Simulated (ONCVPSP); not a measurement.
ONCVPSP 4.0.1 input (lines: element, Z, core and valence counts, functional; n l f; lmax; l rc ep ncon nbas qcut; lloc lpopt rc5 dvloc0; l nproj debl; icmod fcfact rcfact), PBE, fully relativistic:

```
  Co 27.00    5    3        4      upf
    1    0    2.00
    2    0    2.00
    2    1    6.00
    3    0    2.00
    3    1    6.00
    3    2    7.00
    4    0    1.50
    4    1    0.50
    3
    0    2.55    0.00    3    6    3.00
    1    2.80    0.00    4    7    2.70
    2    1.00    0.00    4    9   18.10
    3    2.55    0.05    4    8    4.50
    4    5    0.65    0.00
    0    2    0.70
    1    1    0.80
    2    2    3.10
    3    2    3.70
    0    0.00    0.00
```

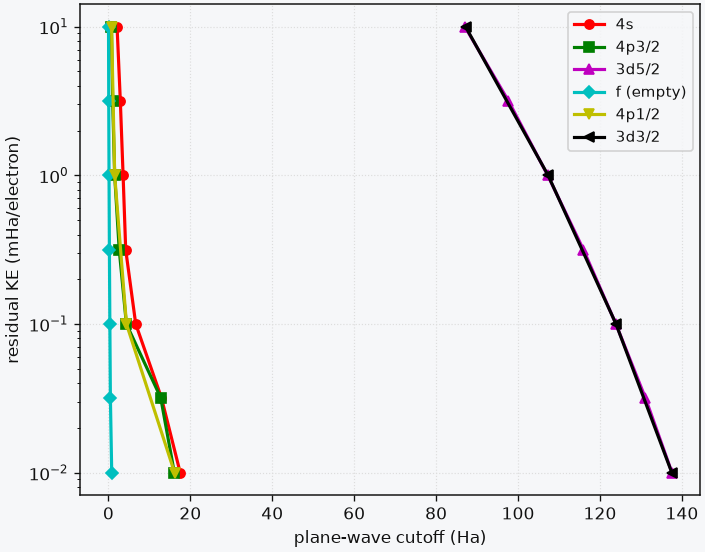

Residual kinetic energy of the pseudo-waves (the first of each channel, and further valence shells) beyond the plane-wave cutoff, as the generator prints it.

Question: Read the cutoffs for an error of 1 mHa per electron.

Answer: 3d3/2: 107 Ha; 3d5/2: 107 Ha; 4s: 3.6 Ha; 4p1/2: 1.5 Ha; 4p3/2: 1.5 Ha; f (empty): 0.2 Ha.

Question: Which cutoffs does the potential need for its occupied states?

Answer: 107 Ha for 1 mHa and 124 Ha for 0.1 mHa per electron. The first is set by 3d3/2.

The potential isn't sound: its ghost test gives GHOST(-) flagged for s at -310.2 eV, p3/2 at -104.3 eV, p1/2 at -102.1 eV; GHOST(+) flagged for s at 82.8 eV (flags above 300 eV left out).
